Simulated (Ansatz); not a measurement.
Input file:

```
crystal:
  periodic: [false, false, false]
  atoms:
    - symbol: Ga
      position_ang: [-4.610374, 0.639853, 1.661668]
    - symbol: O
      position_ang: [-3.010702, 0.858770, 0.755344]
    - symbol: P
      position_ang: [-1.522746, 1.007613, 0.064730]
    - symbol: P
      position_ang: [-0.678875, -0.995012, 0.643457]
    - symbol: H
      position_ang: [0.557962, -0.778688, -0.067372]
    - symbol: H
      position_ang: [-1.257916, -1.747820, -0.448072]
basis:
  gaussian:
    orbitals: def2-TZVPD
magnetization:
  spin_polarized: true
  initial_magnetization: 1
hamiltonian:
  xc: {name: PBE0}
output: {forces: true, orbitals: {seedname: orbitals}}
```

Command:

```sh
ansatz run input.yaml --threads 2 --pin off --max-ram 4350MiB --events-out events.jsonl --progress --plain --runs-dir runs
```

Geometry: PBE-D3(BJ)/def2-SVP.

The calculation used isolated molecule in a Gaussian basis; Kohn-Sham density functional theory, functional PBE0 in Ansatz 0.2.0.

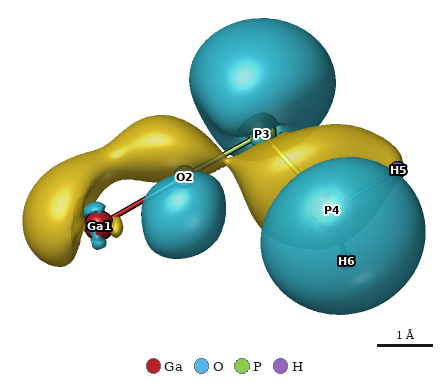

GaH$_{2}$OP$_{2}$ (SMILES P[P][O][Ga]) (doublet). The HOMO−1 (α) at ±0.06 Å⁻³ᐟ² (yellow and cyan are the two phases), seen across its widest extent.

Describe this orbital and give its energy.

It lies mainly on P3 (about 40 %), P4 (about 40 %) and O2 (about 15 %). Its energy is −6.80 eV.
